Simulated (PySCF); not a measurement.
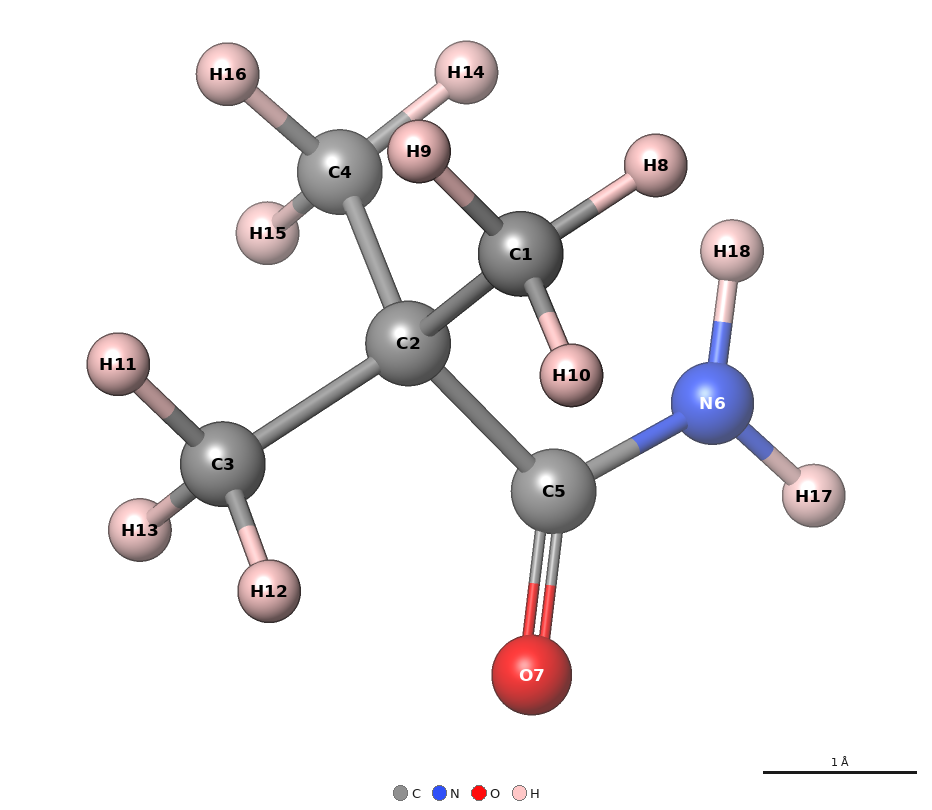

Orthographic view. Atoms fade into the background with distance from the viewer. Computed geometry: PBE0-D3(BJ)/def2-SVP optimisation. No frequency run is at hand to confirm it as a minimum.

Write a MOL file (V2000) with the atoms in numerical order, bonds sorted by atom number with the orders drawn, and coordinates in the frame of the picture: x right, y up, z towards the viewer, origin at the mean position.

```
C5H11NO
                    3D

 18 17  0  0  0  0  0  0  0  0999 V2000
    0.5100    0.5600    1.3500 C   0  0  0  0  0  0  0  0  0  0  0  0
   -0.2300   -0.0300    0.1400 C   0  0  0  0  0  0  0  0  0  0  0  0
   -1.4400   -0.8200    0.6100 C   0  0  0  0  0  0  0  0  0  0  0  0
   -0.6800    1.1000   -0.8000 C   0  0  0  0  0  0  0  0  0  0  0  0
    0.7300   -1.0000   -0.5800 C   0  0  0  0  0  0  0  0  0  0  0  0
    1.7700   -0.4200   -1.2400 N   0  0  0  0  0  0  0  0  0  0  0  0
    0.5800   -2.2000   -0.5500 O   0  0  0  0  0  0  0  0  0  0  0  0
    1.4000    1.1400    1.0500 H   0  0  0  0  0  0  0  0  0  0  0  0
   -0.1600    1.2300    1.9100 H   0  0  0  0  0  0  0  0  0  0  0  0
    0.8400   -0.2400    2.0300 H   0  0  0  0  0  0  0  0  0  0  0  0
   -2.1300   -0.1600    1.1700 H   0  0  0  0  0  0  0  0  0  0  0  0
   -1.1400   -1.6500    1.2600 H   0  0  0  0  0  0  0  0  0  0  0  0
   -1.9900   -1.2500   -0.2400 H   0  0  0  0  0  0  0  0  0  0  0  0
    0.1500    1.7500   -1.1100 H   0  0  0  0  0  0  0  0  0  0  0  0
   -1.1500    0.7000   -1.7100 H   0  0  0  0  0  0  0  0  0  0  0  0
   -1.4100    1.7400   -0.2900 H   0  0  0  0  0  0  0  0  0  0  0  0
    2.4300   -1.0300   -1.7000 H   0  0  0  0  0  0  0  0  0  0  0  0
    1.9000    0.5800   -1.2800 H   0  0  0  0  0  0  0  0  0  0  0  0
  1  2  1  0
  1  8  1  0
  1  9  1  0
  1 10  1  0
  2  3  1  0
  2  4  1  0
  2  5  1  0
  3 11  1  0
  3 12  1  0
  3 13  1  0
  4 14  1  0
  4 15  1  0
  4 16  1  0
  5  6  1  0
  5  7  2  0
  6 17  1  0
  6 18  1  0
M  END
```
